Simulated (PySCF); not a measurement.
# C₈H₂₀O₂Si: NMR shifts at several levels of theory, part 2 of 2

PySCF 2.14.0. Atoms count from 0. The steps go on from the part before.

### 6 Shielding tensors: KT2/pcSseg-1

Job settings and geometry (Å):

```
{"job": {"kind": "nmr", "xc": "KT2", "basis": "pcSseg-1", "pop": false}, "charge": 0, "multiplicity": 1}
C      2.736550     0.671155    -0.273272
C      1.537952     0.364730     0.636567
C      1.867856    -0.853846     1.502861
C      1.258661     1.584649     1.517902
Si     0.073644     0.000934    -0.514217
O      0.011501     1.365649    -1.486584
O      0.410930    -1.369283    -1.418971
C     -1.657780    -0.355445     0.179111
C     -1.641294    -1.543326     1.144694
C     -2.228553     0.883806     0.874319
C     -2.542651    -0.706805    -1.026069
H      2.993475    -0.183750    -0.921840
H      3.630729     0.887253     0.337606
H      2.542626     1.539213    -0.920495
H      2.003662    -1.760562     0.892367
H      2.803468    -0.681742     2.063795
H      1.078635    -1.065961     2.239473
H      0.953309     2.456613     0.919064
H      2.165877     1.864727     2.082479
H      0.466027     1.384327     2.255117
H     -0.678885     1.375288    -2.155428
H      1.259781    -1.376423    -1.869977
H     -2.672582    -1.814687     1.432964
H     -1.095646    -1.311314     2.072148
H     -1.176121    -2.431351     0.689523
H     -2.189705     1.770577     0.222153
H     -3.284158     0.714823     1.151506
H     -1.682599     1.129123     1.797693
H     -2.603970     0.122846    -1.750970
H     -3.574415    -0.914095    -0.691343
H     -2.167434    -1.592272    -1.559731
```

Method: GIAO KT2/pcSseg-1 NMR shielding, non-relativistic, gas phase.

The program printed:

```text
coarse grid: 24888 points
cycle   1  E = -766.6333658763  dE =  8.227e-01  |g| = 1.310e+00  |ddm| = 4.771e+00
cycle   2  E = -765.7998745357  dE =  8.335e-01  |g| = 2.352e+00  |ddm| = 4.003e+00
cycle   3  E = -766.9822379419  dE = -1.182e+00  |g| = 2.398e-01  |ddm| = 3.188e+00
cycle   4  E = -766.9927009869  dE = -1.046e-02  |g| = 1.208e-01  |ddm| = 3.630e-01
cycle   5  E = -766.9961909659  dE = -3.490e-03  |g| = 2.327e-02  |ddm| = 1.304e-01
cycle   6  E = -766.9962991941  dE = -1.082e-04  |g| = 9.874e-03  |ddm| = 3.226e-02
cycle   7  E = -766.9963215878  dE = -2.239e-05  |g| = 1.595e-03  |ddm| = 9.430e-03
cycle   8  E = -766.9963220754  dE = -4.876e-07  |g| = 5.446e-04  |ddm| = 2.671e-03
final grid: 231448 points
cycle   9  E = -767.0987057474  dE = -4.035e-04  |g| = 2.236e-02  |ddm| = 7.780e-02
cycle  10  E = -767.0985571653  dE =  1.486e-04  |g| = 3.261e-02  |ddm| = 4.601e-02
cycle  11  E = -767.0988033545  dE = -2.462e-04  |g| = 3.135e-03  |ddm| = 3.147e-02
cycle  12  E = -767.0988050351  dE = -1.681e-06  |g| = 9.454e-04  |ddm| = 3.761e-03
cycle  13  E = -767.0988052409  dE = -2.058e-07  |g| = 1.980e-04  |ddm| = 1.073e-03
cycle  14  E = -767.0988052463  dE = -5.364e-09  |g| = 1.008e-04  |ddm| = 2.818e-04
cycle  15  E = -767.0988052485  dE = -2.222e-09  |g| = 1.694e-05  |ddm| = 1.146e-04
cycle  16  E = -767.0988052486  dE = -6.594e-11  |g| = 4.223e-06  |ddm| = 2.398e-05
converged SCF energy = -767.0988052486

GIAO shielding tensors (ppm)
atom      isotropic    diamagn.    paramagn.     s11        s22        s33       span
  0 C      154.174     249.580     -95.406    135.329    143.754    183.438     48.109
  1 C      157.698     253.976     -96.278    154.807    157.847    160.442      5.635
  2 C      153.677     249.962     -96.285    136.762    142.992    181.278     44.515
  3 C      154.387     249.609     -95.221    137.609    144.377    181.175     43.566
  4 Si     363.911     886.680    -522.769    347.743    369.320    374.670     26.926
  5 O      275.569     393.356    -117.788    250.968    277.679    298.058     47.090
  6 O      275.751     393.331    -117.580    251.528    277.236    298.489     46.961
  7 C      157.637     253.880     -96.243    154.781    157.632    160.499      5.718
  8 C      154.279     249.586     -95.307    137.402    144.427    181.007     43.605
  9 C      153.516     249.976     -96.460    136.789    142.515    181.246     44.457
 10 C      154.126     249.482     -95.357    135.296    143.827    183.254     47.957
 11 H       30.343      32.463      -2.119     25.625     29.406     35.999     10.374
 12 H       30.700      31.042      -0.342     27.320     28.020     36.759      9.440
 13 H       29.431      31.585      -2.154     24.351     28.919     35.022     10.671
 14 H       29.785      32.714      -2.929     25.762     28.879     34.713      8.950
 15 H       30.512      31.436      -0.924     26.898     28.102     36.536      9.639
 16 H       29.920      33.228      -3.308     24.823     29.822     35.114     10.291
 17 H       29.533      32.378      -2.845     25.411     28.624     34.563      9.152
 18 H       30.446      31.263      -0.816     26.749     28.010     36.580      9.831
 19 H       29.969      33.263      -3.294     24.993     29.846     35.069     10.076
 20 H       29.833      34.414      -4.581     21.466     26.329     41.704     20.238
 21 H       29.830      34.420      -4.590     21.430     26.353     41.706     20.276
 22 H       30.445      31.275      -0.830     26.758     28.021     36.555      9.797
 23 H       29.952      33.276      -3.324     24.957     29.847     35.052     10.095
 24 H       29.559      32.389      -2.830     25.488     28.568     34.621      9.133
 25 H       29.792      32.720      -2.928     25.725     28.938     34.714      8.989
 26 H       30.512      31.434      -0.923     26.917     28.083     36.535      9.618
 27 H       29.920      33.203      -3.283     24.860     29.799     35.103     10.243
 28 H       30.343      32.407      -2.064     25.643     29.365     36.020     10.377
 29 H       30.704      31.034      -0.330     27.324     28.029     36.760      9.436
 30 H       29.424      31.574      -2.150     24.329     28.928     35.016     10.687
```

It took 59 s on 8 threads of Arm Neoverse V2, shared host.

Key values: δ C0 29.2, C1 25.6, Si4 -2.9, O5 55.0, H20 1.35, H11 1.11 ppm (means over like atoms).

### 7 Nuclear shieldings: HF/pcSseg-1

Settings changed since step 6:

```diff
@@ -1,2 +1,2 @@
-{"job": {"kind": "nmr", "xc": "KT2", "basis": "pcSseg-1", "pop": false}, "charge": 0, "multiplicity": 1}
+{"job": {"kind": "nmr", "xc": "HF", "basis": "pcSseg-1", "pop": false}, "charge": 0, "multiplicity": 1}
 C      2.736550     0.671155    -0.273272
```

Method: GIAO HF/pcSseg-1 NMR shielding, non-relativistic, gas phase.

The program printed:

```text
final grid: 231448 points
cycle   1  E = -753.0843899170  dE =  1.850e+00  |g| = 8.138e-01  |ddm| = 4.556e+00
cycle   2  E = -753.2276601229  dE = -1.433e-01  |g| = 4.348e-01  |ddm| = 9.388e-01
cycle   3  E = -753.2614151119  dE = -3.375e-02  |g| = 9.726e-02  |ddm| = 3.512e-01
cycle   4  E = -753.2641779962  dE = -2.763e-03  |g| = 1.042e-02  |ddm| = 1.230e-01
cycle   5  E = -753.2642181352  dE = -4.014e-05  |g| = 2.476e-03  |ddm| = 1.782e-02
cycle   6  E = -753.2642206568  dE = -2.522e-06  |g| = 8.709e-04  |ddm| = 4.874e-03
cycle   7  E = -753.2642209504  dE = -2.937e-07  |g| = 2.195e-04  |ddm| = 1.347e-03
cycle   8  E = -753.2642209755  dE = -2.509e-08  |g| = 6.182e-05  |ddm| = 5.044e-04
cycle   9  E = -753.2642209773  dE = -1.767e-09  |g| = 1.611e-05  |ddm| = 1.286e-04
cycle  10  E = -753.2642209774  dE = -1.182e-10  |g| = 4.226e-06  |ddm| = 3.694e-05
converged SCF energy = -753.2642209774

GIAO shielding tensors (ppm)
atom      isotropic    diamagn.    paramagn.     s11        s22        s33       span
  0 C      165.028     246.788     -81.761    149.228    155.999    189.855     40.627
  1 C      178.839     250.636     -71.798    177.302    178.700    180.514      3.212
  2 C      165.541     247.259     -81.718    151.576    156.966    188.081     36.505
  3 C      165.927     246.829     -80.902    152.194    157.782    187.806     35.612
  4 Si     397.574     878.085    -480.511    363.958    393.616    435.149     71.191
  5 O      303.760     395.344     -91.584    279.545    312.749    318.986     39.440
  6 O      303.869     395.323     -91.454    279.627    312.947    319.032     39.405
  7 C      178.789     250.529     -71.740    177.442    178.549    180.376      2.934
  8 C      165.809     246.791     -80.983    151.999    157.802    187.626     35.627
  9 C      165.419     247.286     -81.868    151.632    156.553    188.071     36.440
 10 C      164.965     246.712     -81.747    149.189    156.046    189.659     40.470
 11 H       31.156      32.103      -0.947     26.061     29.916     37.491     11.430
 12 H       31.109      31.667      -0.558     26.722     28.299     38.305     11.583
 13 H       30.116      31.022      -0.906     24.620     29.331     36.398     11.779
 14 H       30.598      32.126      -1.529     26.101     29.365     36.326     10.225
 15 H       31.023      32.148      -1.124     26.576     28.304     38.189     11.614
 16 H       30.676      32.504      -1.828     25.201     30.224     36.604     11.403
 17 H       30.311      31.706      -1.395     25.729     29.094     36.111     10.383
 18 H       31.008      32.014      -1.006     26.532     28.294     38.196     11.664
 19 H       30.756      32.538      -1.781     25.429     30.237     36.603     11.173
 20 H       30.057      33.810      -3.753     20.573     25.641     43.957     23.383
 21 H       30.049      33.809      -3.761     20.533     25.666     43.947     23.414
 22 H       31.006      32.030      -1.024     26.536     28.310     38.172     11.636
 23 H       30.738      32.550      -1.812     25.400     30.231     36.582     11.182
 24 H       30.340      31.716      -1.377     25.818     29.031     36.170     10.352
 25 H       30.604      32.138      -1.534     26.063     29.422     36.327     10.264
 26 H       31.023      32.143      -1.120     26.592     28.288     38.189     11.597
 27 H       30.680      32.480      -1.800     25.236     30.209     36.594     11.358
 28 H       31.158      32.059      -0.901     26.079     29.882     37.513     11.434
 29 H       31.114      31.661      -0.547     26.725     28.312     38.304     11.579
 30 H       30.104      31.004      -0.900     24.598     29.330     36.385     11.787
```

Wall time 52 s (8 threads of Arm Neoverse V2, shared host).

In short: δ C0 25.4, C1 12.0, Si4 -4.1, O5 29.5, H20 1.63, H11 0.93 ppm (means over like atoms).

### 8 Run by run: NMR shifts

Shifts (ppm), means over like atoms, with basis size and wall time:

```csv
run,C0,C1,H20,H11,Si4,O5,functions,time
PBE0/pcSseg-1,28.1,20.7,1.40,1.03,-1.9,48.5,294,88 s
PBE/pcSseg-1,29.4,24.2,1.31,1.08,-2.8,57.1,294,60 s
wB97X-D/pcSseg-1,28.1,19.6,1.42,1.03,0.9,45.4,294,1.9 min
KT2/pcSseg-1,29.2,25.6,1.35,1.11,-2.9,55.0,294,59 s
HF/pcSseg-1,25.4,12.0,1.63,0.93,-4.1,29.5,294,52 s
```

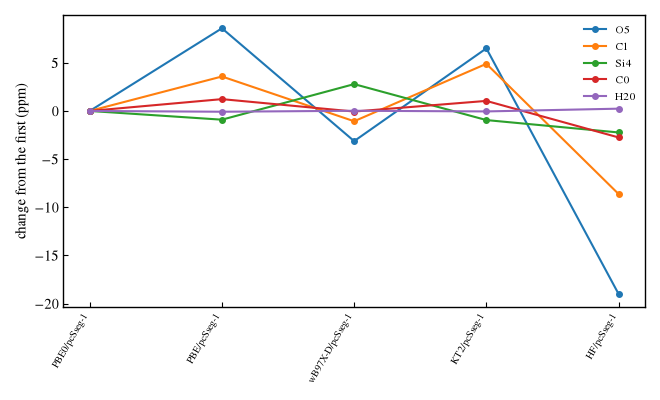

How five of the tabulated atoms move from run to run.

### 9 Results

This closing draws on all 2 parts.

| quantity | value |
| --- | --- |
| point group | C2 |
| rotational constants (main isotopes) | 1.29, 0.74, 0.70 GHz |
| ¹³C shifts against TMS (PBE0/pcSseg-1, means over atoms taken as alike) | 28.1, 20.7 ppm |
| ¹H shifts against TMS (PBE0/pcSseg-1, means over atoms taken as alike) | 1.40, 1.03 ppm |
| ²⁹Si shifts against TMS (PBE0/pcSseg-1) | -1.9 ppm |
| ¹⁷O shifts against H2O (PBE0/pcSseg-1, means over atoms taken as alike) | 48.5 ppm |
| range of the shift of O5 | 29.5 to 57.1 ppm |

**Reading.** Single values in the summary come from the first run of each kind that ended normally (PBE0/pcSseg-1), which need not be the best level. Relaxing lowered the energy by 0.158 eV in 9 steps; the close pair that moved most is Si4–O5, from 1.641 to 1.677 Å. No frequency check was run at this level, so the end point may be a saddle. Across the 5 runs the shift of O5 (with its like atoms) moves most, between 29.5 (HF/pcSseg-1) and 57.1 ppm (PBE/pcSseg-1).
